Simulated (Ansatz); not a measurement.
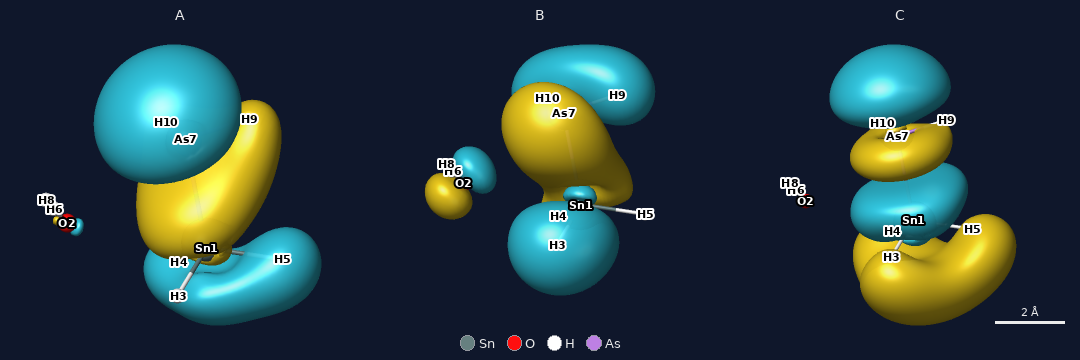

Figure. AsH5Sn···H2O. Three frontier orbitals at ±0.06 Å⁻³ᐟ² (yellow and cyan are the two phases), in no order.

The product side of a reaction path; geometry: PBE0-D4/def2-TZVP; core potentials replace the inner electrons of Sn.

Theory: Ansatz, RKS PBE0-D4/def2-TZVPP.

```xyz
10

Sn   -0.3031    0.6603   -1.1637
O    -1.1818   -0.2359    1.7736
H    -1.9027    0.0765   -1.2564
H    -0.2323    2.0573   -0.1905
H     0.1923    1.0811   -2.7514
H    -1.3618   -1.1745    1.8700
As    1.2459   -1.2241   -0.2484
H    -0.6964    0.0138    2.5634
H     2.3150   -0.9950   -1.3098
H     1.9248   -0.2595    0.7133
```

> Order the three orbitals by energy and name them.

B is the HOMO−1 (−8.31 eV). Its weight (Hirshfeld) is mainly on As7 (about 40 %), Sn1 (about 25 %), H3 (about 20 %), H9 (about 10 %) and H10 (about 5 %). A is the HOMO (−7.10 eV). It lies mainly on As7 (about 65 %) and Sn1 (about 20 %). C is the LUMO (−0.22 eV). By Hirshfeld shares it lies mainly on Sn1 (about 40 %), As7 (about 35 %) and H4 (about 5 %).

> What is the HOMO–LUMO gap?

6.88 eV between the orbital energies.
